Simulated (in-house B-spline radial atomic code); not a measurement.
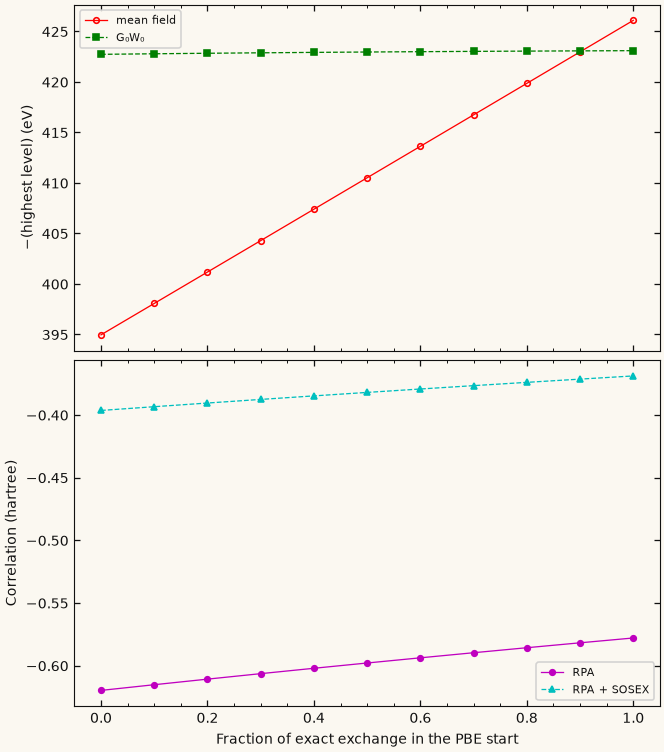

G₀W₀ and RPA for Ar⁸⁺ ([He] 2s² 2p⁶) as exact exchange is mixed into the PBE start. All-electron spherical atom, non-relativistic, no spin-orbit coupling, Breit or QED terms; computed with a B-spline radial code.

How do the results depend on the fraction of exact exchange?

The mean-field binding energy of 2p runs from 395.0 eV at fraction 0 to 426.1 eV at 1, the G₀W₀ value only from 422.7 to 423.1 eV. The correction vanishes near a fraction of 0.90. The RPA correlation energy goes from −0.6198 to −0.5780 hartree, and with SOSEX from −0.3964 to −0.3689.
